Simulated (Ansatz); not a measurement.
# B2SiH3Br: molecular dynamics (part 1 of 3)

System: B2SiH3Br.
Method: UKS B3LYP/def2-SVP (Ansatz 0.2.0).

It belongs to a series of runs on one base structure; here: dynamics from the highest image of the converged band. Figures and captions count atoms from 1; the log counts them from 0 in places.

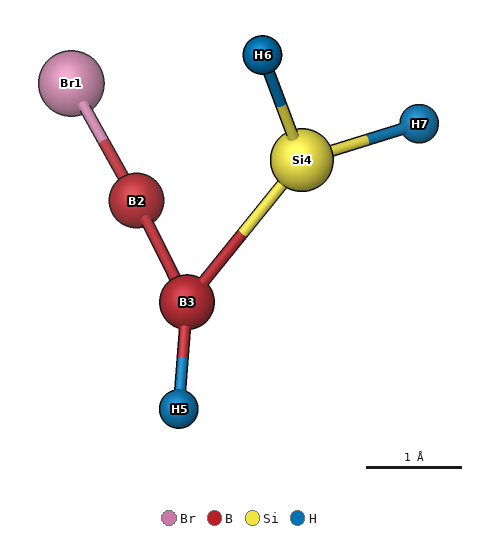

The structure as given in the input (ball-and-stick view, seen at a tilt; atoms are numbered from 1 in the order of the input). Bond lengths as drawn: B–B 1.56 Å, B–Br 1.86 Å, B–H 1.20 Å, B–Si 2.00 Å and H–Si 1.49 Å.

## Input file
```yaml
crystal:
  periodic: [false, false, false]
  atoms:
    - { symbol: Br, position_ang: [-1.674718, -2.146215, 0.829668] }
    - { symbol: B, position_ang: [-0.138132, -1.1699, 0.43215] }
    - { symbol: B, position_ang: [1.178273, -0.403304, 0.118213] }
    - { symbol: Si, position_ang: [-0.099398, 1.04556, -0.400766] }
    - { symbol: H, position_ang: [2.376745, -0.43221, 0.104973] }
    - { symbol: H, position_ang: [-0.768202, 1.949265, 0.580485] }
    - { symbol: H, position_ang: [-0.813369, 1.088703, -1.710423] }
magnetization:
  spin_polarized: true
basis:
  gaussian: { orbitals: def2-SVP }
hamiltonian:
  xc: b3lyp
md:
  timestep: 0.5
  n_steps: 200
  ensemble: nve
  temperature: 300.0
  initial_velocities: maxwell_boltzmann
  seed: 12068
```

Machine: 2 threads of Intel Xeon (Sapphire Rapids), 16 GiB of memory available, shared host.

Launched with:
```bash
ansatz run input.yaml --threads 2 --pin off --max-ram 3072MiB --backend cpu --events-out ev --progress --plain --runs-dir out
```

## The program's output
```
Engine: ansatz 0.2.0, x86_64-unknown-linux-gnu
Functional definition: B3LYP
  parameter a0 = 0.2
  parameter ax = 0.72
  parameter ac = 0.81
  exchange = (1 - a0 - ax)*slater_x + ax*b88_x + a0*exact_x
  correlation = (1 - ac)*vwn_rpa_c + ac*lyp_c
995 factors; integrals over basis functions are off by at most 3.5e-4 eV
mean field evaluation 1: about -79304.4996 eV, gradient 3.1e1 eV
mean field evaluation 2: about -79287.2923 eV, gradient 5.2e1 eV
mean field evaluation 4: about -79310.7103 eV, gradient 9.7e0 eV
mean field evaluation 8: about -79311.4592 eV, gradient 3.3e-1 eV
mean field evaluation 16: about -79311.5866 eV, gradient 4.0e-1 eV
mean field evaluation 32: about -79287.8413 eV, gradient 5.1e1 eV
mean field -79312.13556284 eV, -2914.6672222382 hartree, gradient 1.1e-5 eV, S^2 1.010946; 6 other end points of the search recorded, 0 dependent functions left out
the calculation of the forces begins
reference -79312.13581728 eV, -2914.6672315884 hartree; 31, 31 occupied and 62, 62 virtual orbitals, 995 factors
md step     0: t =     0.00 fs  T =   300.0 K  F+E_penalty+E_count = -79312.13556284 eV  E_kin = 0.193890 eV  conserved = -79311.94167284 eV  (154 SCF iters)
these checks for a lower state are left out or cut short: starts, cluster_reference, orbital_swaps, neighbouring_geometries, increment
995 factors; integrals over basis functions are off by at most 3.4e-4 eV
mean field evaluation 64: about -79312.1339 eV, gradient 2.5e-5 eV
mean field -79312.13394809 eV, -2914.6671628970 hartree, gradient 2.5e-5 eV, S^2 1.010914; 0 other end points of the search recorded, 0 dependent functions left out
the calculation of the forces begins
reference -79312.13420248 eV, -2914.6671722456 hartree; 31, 31 occupied and 62, 62 virtual orbitals, 995 factors
md step     1: t =     0.50 fs  T =   297.5 K  F+E_penalty+E_count = -79312.13394809 eV  E_kin = 0.192292 eV  conserved = -79311.94165655 eV  (42 SCF iters)
[... from here on the SCF iterations and repeated set-up lines of each step are left out, up to the last step ...]
md step     2: t =     1.00 fs  T =   290.6 K  F+E_penalty+E_count = -79312.12939681 eV  E_kin = 0.187786 eV  conserved = -79311.94161039 eV  (42 SCF iters)
md step     3: t =     1.50 fs  T =   280.2 K  F+E_penalty+E_count = -79312.12263462 eV  E_kin = 0.181091 eV  conserved = -79311.94154341 eV  (42 SCF iters)
md step     4: t =     2.00 fs  T =   268.0 K  F+E_penalty+E_count = -79312.11471003 eV  E_kin = 0.173239 eV  conserved = -79311.94147105 eV  (37 SCF iters)
md step     5: t =     2.50 fs  T =   255.8 K  F+E_penalty+E_count = -79312.10675380 eV  E_kin = 0.165343 eV  conserved = -79311.94141088 eV  (37 SCF iters)
md step     6: t =     3.00 fs  T =   245.0 K  F+E_penalty+E_count = -79312.09970579 eV  E_kin = 0.158329 eV  conserved = -79311.94137721 eV  (36 SCF iters)
md step     7: t =     3.50 fs  T =   236.3 K  F+E_penalty+E_count = -79312.09409388 eV  E_kin = 0.152718 eV  conserved = -79311.94137610 eV  (36 SCF iters)
md step     8: t =     4.00 fs  T =   229.8 K  F+E_penalty+E_count = -79312.08993861 eV  E_kin = 0.148535 eV  conserved = -79311.94140383 eV  (35 SCF iters)
md step     9: t =     4.50 fs  T =   224.9 K  F+E_penalty+E_count = -79312.08681081 eV  E_kin = 0.145362 eV  conserved = -79311.94144839 eV  (35 SCF iters)
md step    10: t =     5.00 fs  T =   220.5 K  F+E_penalty+E_count = -79312.08401430 eV  E_kin = 0.142520 eV  conserved = -79311.94149440 eV  (35 SCF iters)
md step    11: t =     5.50 fs  T =   215.5 K  F+E_penalty+E_count = -79312.08082266 eV  E_kin = 0.139295 eV  conserved = -79311.94152771 eV  (35 SCF iters)
md step    12: t =     6.00 fs  T =   209.1 K  F+E_penalty+E_count = -79312.07669465 eV  E_kin = 0.135154 eV  conserved = -79311.94154107 eV  (35 SCF iters)
md step    13: t =     6.50 fs  T =   200.9 K  F+E_penalty+E_count = -79312.07140500 eV  E_kin = 0.129873 eV  conserved = -79311.94153199 eV  (34 SCF iters)
md step    14: t =     7.00 fs  T =   191.2 K  F+E_penalty+E_count = -79312.06508132 eV  E_kin = 0.123577 eV  conserved = -79311.94150409 eV  (32 SCF iters)
md step    15: t =     7.50 fs  T =   180.5 K  F+E_penalty+E_count = -79312.05815078 eV  E_kin = 0.116686 eV  conserved = -79311.94146453 eV  (35 SCF iters)
md step    16: t =     8.00 fs  T =   169.9 K  F+E_penalty+E_count = -79312.05122923 eV  E_kin = 0.109807 eV  conserved = -79311.94142189 eV  (35 SCF iters)
md step    17: t =     8.50 fs  T =   160.3 K  F+E_penalty+E_count = -79312.04498560 eV  E_kin = 0.103601 eV  conserved = -79311.94138445 eV  (36 SCF iters)
md step    18: t =     9.00 fs  T =   152.6 K  F+E_penalty+E_count = -79312.04001009 eV  E_kin = 0.098651 eV  conserved = -79311.94135939 eV  (34 SCF iters)
md step    19: t =     9.50 fs  T =   147.5 K  F+E_penalty+E_count = -79312.03670410 eV  E_kin = 0.095354 eV  conserved = -79311.94135023 eV  (35 SCF iters)
md step    20: t =    10.00 fs  T =   145.2 K  F+E_penalty+E_count = -79312.03521148 eV  E_kin = 0.093852 eV  conserved = -79311.94135911 eV  (34 SCF iters)
md step    21: t =    10.50 fs  T =   145.5 K  F+E_penalty+E_count = -79312.03538971 eV  E_kin = 0.094005 eV  conserved = -79311.94138475 eV  (34 SCF iters)
md step    22: t =    11.00 fs  T =   147.6 K  F+E_penalty+E_count = -79312.03683215 eV  E_kin = 0.095409 eV  conserved = -79311.94142290 eV  (34 SCF iters)
md step    23: t =    11.50 fs  T =   150.8 K  F+E_penalty+E_count = -79312.03893775 eV  E_kin = 0.097471 eV  conserved = -79311.94146647 eV  (34 SCF iters)
md step    24: t =    12.00 fs  T =   154.0 K  F+E_penalty+E_count = -79312.04102392 eV  E_kin = 0.099517 eV  conserved = -79311.94150669 eV  (36 SCF iters)
md step    25: t =    12.50 fs  T =   156.2 K  F+E_penalty+E_count = -79312.04246600 eV  E_kin = 0.100931 eV  conserved = -79311.94153455 eV  (35 SCF iters)
md step    26: t =    13.00 fs  T =   156.7 K  F+E_penalty+E_count = -79312.04283845 eV  E_kin = 0.101295 eV  conserved = -79311.94154300 eV  (35 SCF iters)
md step    27: t =    13.50 fs  T =   155.5 K  F+E_penalty+E_count = -79312.04202183 eV  E_kin = 0.100492 eV  conserved = -79311.94152953 eV  (35 SCF iters)
md step    28: t =    14.00 fs  T =   152.8 K  F+E_penalty+E_count = -79312.04023774 eV  E_kin = 0.098741 eV  conserved = -79311.94149722 eV  (37 SCF iters)
md step    29: t =    14.50 fs  T =   149.4 K  F+E_penalty+E_count = -79312.03799099 eV  E_kin = 0.096534 eV  conserved = -79311.94145665 eV  (37 SCF iters)
md step    30: t =    15.00 fs  T =   146.2 K  F+E_penalty+E_count = -79312.03591634 eV  E_kin = 0.094496 eV  conserved = -79311.94142027 eV  (32 SCF iters)
md step    31: t =    15.50 fs  T =   144.2 K  F+E_penalty+E_count = -79312.03458200 eV  E_kin = 0.093183 eV  conserved = -79311.94139938 eV  (36 SCF iters)
md step    32: t =    16.00 fs  T =   143.8 K  F+E_penalty+E_count = -79312.03431390 eV  E_kin = 0.092914 eV  conserved = -79311.94139993 eV  (36 SCF iters)
md step    33: t =    16.50 fs  T =   145.0 K  F+E_penalty+E_count = -79312.03510906 eV  E_kin = 0.093690 eV  conserved = -79311.94141914 eV  (37 SCF iters)
md step    34: t =    17.00 fs  T =   147.3 K  F+E_penalty+E_count = -79312.03667452 eV  E_kin = 0.095227 eV  conserved = -79311.94144776 eV  (37 SCF iters)
md step    35: t =    17.50 fs  T =   150.2 K  F+E_penalty+E_count = -79312.03856914 eV  E_kin = 0.097095 eV  conserved = -79311.94147387 eV  (38 SCF iters)
md step    36: t =    18.00 fs  T =   153.0 K  F+E_penalty+E_count = -79312.04038811 eV  E_kin = 0.098901 eV  conserved = -79311.94148749 eV  (38 SCF iters)
md step    37: t =    18.50 fs  T =   155.4 K  F+E_penalty+E_count = -79312.04191872 eV  E_kin = 0.100435 eV  conserved = -79311.94148379 eV  (38 SCF iters)
md step    38: t =    19.00 fs  T =   157.4 K  F+E_penalty+E_count = -79312.04321845 eV  E_kin = 0.101755 eV  conserved = -79311.94146390 eV  (38 SCF iters)
md step    39: t =    19.50 fs  T =   159.6 K  F+E_penalty+E_count = -79312.04460303 eV  E_kin = 0.103170 eV  conserved = -79311.94143301 eV  (39 SCF iters)
md step    40: t =    20.00 fs  T =   162.7 K  F+E_penalty+E_count = -79312.04656696 eV  E_kin = 0.105169 eV  conserved = -79311.94139845 eV  (36 SCF iters)
md step    41: t =    20.50 fs  T =   167.6 K  F+E_penalty+E_count = -79312.04967043 eV  E_kin = 0.108303 eV  conserved = -79311.94136708 eV  (37 SCF iters)
md step    42: t =    21.00 fs  T =   175.0 K  F+E_penalty+E_count = -79312.05442814 eV  E_kin = 0.113084 eV  conserved = -79311.94134435 eV  (36 SCF iters)
md step    43: t =    21.50 fs  T =   185.5 K  F+E_penalty+E_count = -79312.06122098 eV  E_kin = 0.119888 eV  conserved = -79311.94133341 eV  (37 SCF iters)
md step    44: t =    22.00 fs  T =   199.5 K  F+E_penalty+E_count = -79312.07024200 eV  E_kin = 0.128907 eV  conserved = -79311.94133531 eV  (37 SCF iters)
md step    45: t =    22.50 fs  T =   216.8 K  F+E_penalty+E_count = -79312.08147737 eV  E_kin = 0.140128 eV  conserved = -79311.94134904 eV  (37 SCF iters)
md step    46: t =    23.00 fs  T =   237.3 K  F+E_penalty+E_count = -79312.09472089 eV  E_kin = 0.153349 eV  conserved = -79311.94137162 eV  (35 SCF iters)
md step    47: t =    23.50 fs  T =   260.3 K  F+E_penalty+E_count = -79312.10962014 eV  E_kin = 0.168221 eV  conserved = -79311.94139878 eV  (38 SCF iters)
md step    48: t =    24.00 fs  T =   285.2 K  F+E_penalty+E_count = -79312.12574972 eV  E_kin = 0.184325 eV  conserved = -79311.94142473 eV  (37 SCF iters)
md step    49: t =    24.50 fs  T =   311.4 K  F+E_penalty+E_count = -79312.14270642 eV  E_kin = 0.201265 eV  conserved = -79311.94144171 eV  (38 SCF iters)
md step    50: t =    25.00 fs  T =   338.5 K  F+E_penalty+E_count = -79312.16021840 eV  E_kin = 0.218774 eV  conserved = -79311.94144410 eV  (43 SCF iters)
md step    51: t =    25.50 fs  T =   366.4 K  F+E_penalty+E_count = -79312.17823823 eV  E_kin = 0.236810 eV  conserved = -79311.94142827 eV  (43 SCF iters)
md step    52: t =    26.00 fs  T =   395.5 K  F+E_penalty+E_count = -79312.19699891 eV  E_kin = 0.255604 eV  conserved = -79311.94139488 eV  (42 SCF iters)
md step    53: t =    26.50 fs  T =   426.5 K  F+E_penalty+E_count = -79312.21700169 eV  E_kin = 0.275651 eV  conserved = -79311.94135036 eV  (43 SCF iters)
md step    54: t =    27.00 fs  T =   460.5 K  F+E_penalty+E_count = -79312.23891965 eV  E_kin = 0.297614 eV  conserved = -79311.94130563 eV  (43 SCF iters)
md step    55: t =    27.50 fs  T =   498.5 K  F+E_penalty+E_count = -79312.26343105 eV  E_kin = 0.322158 eV  conserved = -79311.94127351 eV  (43 SCF iters)
md step    56: t =    28.00 fs  T =   541.2 K  F+E_penalty+E_count = -79312.29102572 eV  E_kin = 0.349761 eV  conserved = -79311.94126467 eV  (43 SCF iters)
md step    57: t =    28.50 fs  T =   588.8 K  F+E_penalty+E_count = -79312.32184935 eV  E_kin = 0.380566 eV  conserved = -79311.94128319 eV  (44 SCF iters)
md step    58: t =    29.00 fs  T =   641.1 K  F+E_penalty+E_count = -79312.35564720 eV  E_kin = 0.414322 eV  conserved = -79311.94132473 eV  (46 SCF iters)
md step    59: t =    29.50 fs  T =   697.0 K  F+E_penalty+E_count = -79312.39183380 eV  E_kin = 0.450456 eV  conserved = -79311.94137825 eV  (93 SCF iters)
md step    60: t =    30.00 fs  T =   755.4 K  F+E_penalty+E_count = -79312.42966368 eV  E_kin = 0.488235 eV  conserved = -79311.94142900 eV  (62 SCF iters)
md step    61: t =    30.50 fs  T =   815.4 K  F+E_penalty+E_count = -79312.46844842 eV  E_kin = 0.526982 eV  conserved = -79311.94146614 eV  (122 SCF iters)
md step    62: t =    31.00 fs  T =   874.5 K  F+E_penalty+E_count = -79312.50691747 eV  E_kin = 0.565163 eV  conserved = -79311.94175411 eV  (109 SCF iters)
md step    63: t =    31.50 fs  T =   930.0 K  F+E_penalty+E_count = -79312.54281943 eV  E_kin = 0.601061 eV  conserved = -79311.94175808 eV  (57 SCF iters)
md step    64: t =    32.00 fs  T =   981.5 K  F+E_penalty+E_count = -79312.57607157 eV  E_kin = 0.634331 eV  conserved = -79311.94174039 eV  (58 SCF iters)
md step    65: t =    32.50 fs  T =  1029.4 K  F+E_penalty+E_count = -79312.60701686 eV  E_kin = 0.665307 eV  conserved = -79311.94171033 eV  (45 SCF iters)
md step    66: t =    33.00 fs  T =  1074.6 K  F+E_penalty+E_count = -79312.63619622 eV  E_kin = 0.694518 eV  conserved = -79311.94167836 eV  (43 SCF iters)
md step    67: t =    33.50 fs  T =  1117.9 K  F+E_penalty+E_count = -79312.66418337 eV  E_kin = 0.722529 eV  conserved = -79311.94165426 eV  (39 SCF iters)
md step    68: t =    34.00 fs  T =  1160.1 K  F+E_penalty+E_count = -79312.69143348 eV  E_kin = 0.749789 eV  conserved = -79311.94164491 eV  (39 SCF iters)
md step    69: t =    34.50 fs  T =  1201.5 K  F+E_penalty+E_count = -79312.71817183 eV  E_kin = 0.776518 eV  conserved = -79311.94165398 eV  (39 SCF iters)
md step    70: t =    35.00 fs  T =  1241.9 K  F+E_penalty+E_count = -79312.74433240 eV  E_kin = 0.802651 eV  conserved = -79311.94168186 eV  (38 SCF iters)
md step    71: t =    35.50 fs  T =  1280.9 K  F+E_penalty+E_count = -79312.76954890 eV  E_kin = 0.827823 eV  conserved = -79311.94172632 eV  (44 SCF iters)
md step    72: t =    36.00 fs  T =  1317.4 K  F+E_penalty+E_count = -79312.79319132 eV  E_kin = 0.851409 eV  conserved = -79311.94178230 eV  (38 SCF iters)
md step    73: t =    36.50 fs  T =  1350.1 K  F+E_penalty+E_count = -79312.81444318 eV  E_kin = 0.872600 eV  conserved = -79311.94184355 eV  (38 SCF iters)
md step    74: t =    37.00 fs  T =  1377.8 K  F+E_penalty+E_count = -79312.83240555 eV  E_kin = 0.890504 eV  conserved = -79311.94190151 eV  (38 SCF iters)
md step    75: t =    37.50 fs  T =  1399.2 K  F+E_penalty+E_count = -79312.84622333 eV  E_kin = 0.904276 eV  conserved = -79311.94194779 eV  (38 SCF iters)
md step    76: t =    38.00 fs  T =  1413.0 K  F+E_penalty+E_count = -79312.85521570 eV  E_kin = 0.913241 eV  conserved = -79311.94197480 eV  (38 SCF iters)
md step    77: t =    38.50 fs  T =  1418.9 K  F+E_penalty+E_count = -79312.85899690 eV  E_kin = 0.917020 eV  conserved = -79311.94197695 eV  (38 SCF iters)
md step    78: t =    39.00 fs  T =  1416.7 K  F+E_penalty+E_count = -79312.85756518 eV  E_kin = 0.915613 eV  conserved = -79311.94195187 eV  (37 SCF iters)
md step    79: t =    39.50 fs  T =  1407.1 K  F+E_penalty+E_count = -79312.85133557 eV  E_kin = 0.909432 eV  conserved = -79311.94190315 eV  (36 SCF iters)
md step    80: t =    40.00 fs  T =  1391.4 K  F+E_penalty+E_count = -79312.84109022 eV  E_kin = 0.899251 eV  conserved = -79311.94183920 eV  (36 SCF iters)
md step    81: t =    40.50 fs  T =  1371.0 K  F+E_penalty+E_count = -79312.82784621 eV  E_kin = 0.886074 eV  conserved = -79311.94177262 eV  (37 SCF iters)
md step    82: t =    41.00 fs  T =  1347.6 K  F+E_penalty+E_count = -79312.81265894 eV  E_kin = 0.870942 eV  conserved = -79311.94171732 eV  (36 SCF iters)
md step    83: t =    41.50 fs  T =  1322.5 K  F+E_penalty+E_count = -79312.79640823 eV  E_kin = 0.854724 eV  conserved = -79311.94168402 eV  (35 SCF iters)
md step    84: t =    42.00 fs  T =  1296.5 K  F+E_penalty+E_count = -79312.77963024 eV  E_kin = 0.837953 eV  conserved = -79311.94167700 eV  (35 SCF iters)
md step    85: t =    42.50 fs  T =  1269.9 K  F+E_penalty+E_count = -79312.76244734 eV  E_kin = 0.820755 eV  conserved = -79311.94169272 eV  (36 SCF iters)
md step    86: t =    43.00 fs  T =  1242.3 K  F+E_penalty+E_count = -79312.74461628 eV  E_kin = 0.802895 eV  conserved = -79311.94172161 eV  (36 SCF iters)
md step    87: t =    43.50 fs  T =  1212.9 K  F+E_penalty+E_count = -79312.72567151 eV  E_kin = 0.783920 eV  conserved = -79311.94175129 eV  (36 SCF iters)
md step    88: t =    44.00 fs  T =  1181.1 K  F+E_penalty+E_count = -79312.70511257 eV  E_kin = 0.763342 eV  conserved = -79311.94177069 eV  (36 SCF iters)
```
